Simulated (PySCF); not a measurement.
Cyclazine, SMILES C1=CC2=CC=CC3=CC=CC(=C1)N23 at its GFN2-xTB optimised geometry (Å):

```
22

C      1.7561     2.4189     0.0000
C      2.4365     1.2211     0.0000
C      1.7397    -0.0001     0.0000
C      2.4365    -1.2211     0.0000
C      1.7562    -2.4189     0.0000
C      0.3787    -2.4093     0.0000
C     -0.3304    -1.1952     0.0000
C     -1.7363    -1.1882     0.0000
C     -2.4335    -0.0001     0.0000
C     -1.7365     1.1880     0.0000
C     -0.3304     1.1951     0.0000
C      0.3785     2.4091     0.0000
N      0.3596    -0.0001     0.0000
H      2.2957     3.3536     0.0000
H      3.5128     1.1862     0.0000
H      3.5128    -1.1862     0.0000
H      2.2959    -3.3536     0.0000
H     -0.1897    -3.3239     0.0000
H     -2.2442    -2.1378     0.0000
H     -3.5128    -0.0002     0.0000
H     -2.2443     2.1376     0.0000
H     -0.1898     3.3238     0.0000
```

Method: CAM-B3LYP/def2-SVP (PySCF).

Map of the electron localisation function on the plane z = 1.5 Å:

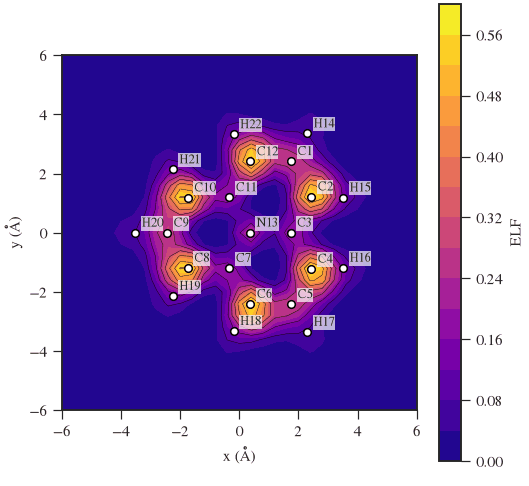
Figure: Electron localisation function on the plane z = 1.5 Å.
